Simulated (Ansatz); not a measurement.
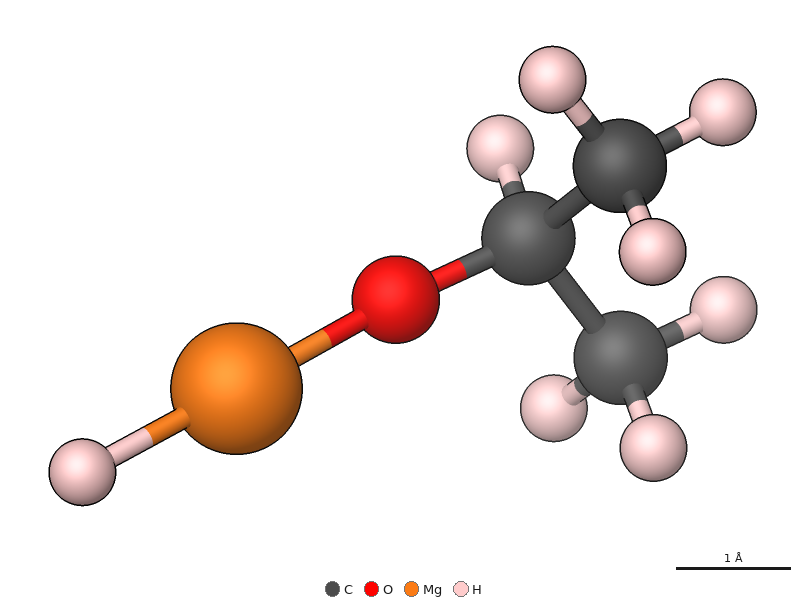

Ball-and-stick drawing of a structure.

The geometry was computed by an optimisation with PBE0-D4/def2-TZVP.

Which formula does it have?

C₃H₈MgO, 13 atoms: 3 carbon, 8 hydrogen, 1 magnesium and 1 oxygen.

Which point group does it belong to?

Cs.

Count the bonded pairs by element.

7 C–H, 2 C–C, 1 C–O, 1 Mg–O, 1 Mg–H.

How many atoms are distinct by symmetry?

9: 2 C, 1 C, 1 O, 1 Mg, 2 H, 2 H, 2 H, 1 H, 1 H.

More results for the same structure follow; atom numbers are the same in all pictures, views and colours differ.

Geometry

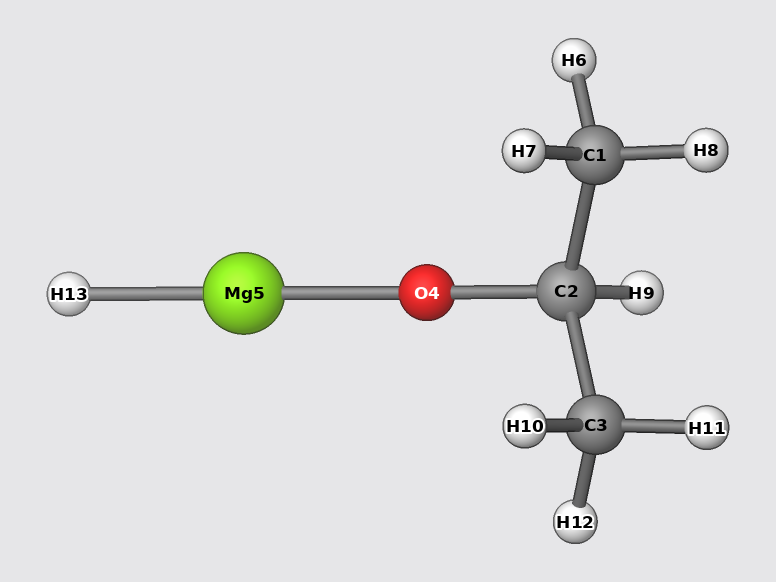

List the bonds and their lengths.

```json
{"bond": "C1–C2", "length (Å)": "1.521"}
{"bond": "C1–H6", "length (Å)": "1.092"}
{"bond": "C1–H7", "length (Å)": "1.094"}
{"bond": "C1–H8", "length (Å)": "1.093"}
{"bond": "C2–C3", "length (Å)": "1.521"}
{"bond": "C2–O4", "length (Å)": "1.382"}
{"bond": "C2–H9", "length (Å)": "1.104"}
{"bond": "C3–H10", "length (Å)": "1.094"}
{"bond": "C3–H11", "length (Å)": "1.093"}
{"bond": "C3–H12", "length (Å)": "1.092"}
{"bond": "O4–Mg5", "length (Å)": "1.766"}
{"bond": "Mg5–H13", "length (Å)": "1.691"}
```

Charges

The questions are on Mulliken charges. Properties computed with RKS r2SCAN-D4/def2-TZVPP (Ansatz 0.2.0).

Which atom carries the highest charge (most positive or least negative)?

Mg5 (0.74 e).

And the lowest?

O4 (−0.67 e).

List the Mulliken charges.

| atom | value (e) |
| --- | --- |
| C1 | −0.14 |
| C2 | 0.29 |
| C3 | −0.14 |
| O4 | −0.67 |
| Mg5 | 0.74 |
| H6 | 0.04 |
| H7 | 0.03 |
| H8 | 0.03 |
| H9 | −0.02 |
| H10 | 0.03 |
| H11 | 0.03 |
| H12 | 0.04 |
| H13 | −0.26 |

Electronic properties

Level of theory: RKS HSE06 (plane-wave form)-D4/def2-TZVPP (Ansatz 0.2.0).

Give the LUMO energy (Kohn–Sham orbital) at this level.

−0.91 eV.

Give the dispersion correction at this level.

−18.0 kJ/mol.

What is the HOMO energy (Kohn–Sham orbital)?

−6.68 eV.

Vibrations

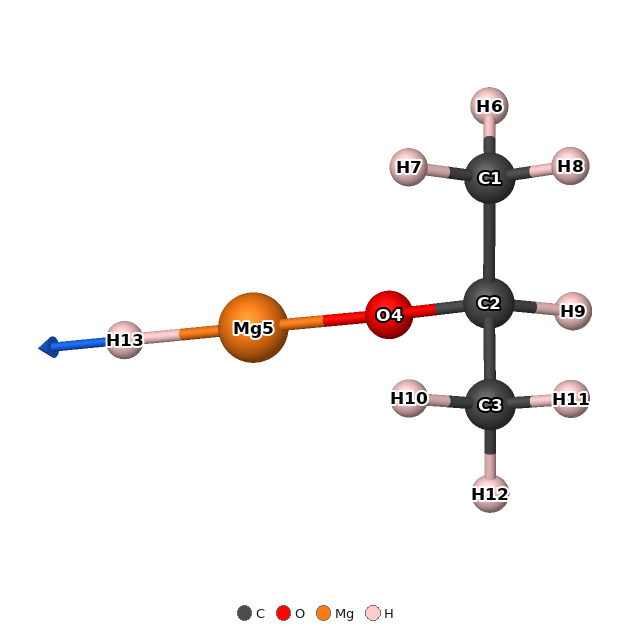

The arrows show one normal mode. Harmonic vibrations computed with RKS PBE0-D4/def2-TZVP (Ansatz 0.2.0) at a stationary point of the same level.

What kind of motion is it?

Mostly Mg–H stretching.

At what wavenumber does it lie?

1658 cm⁻¹; it is mode 26 of 33 counted from the lowest.

Mulliken values depend strongly on the basis set and can even reverse the polarity of a bond.
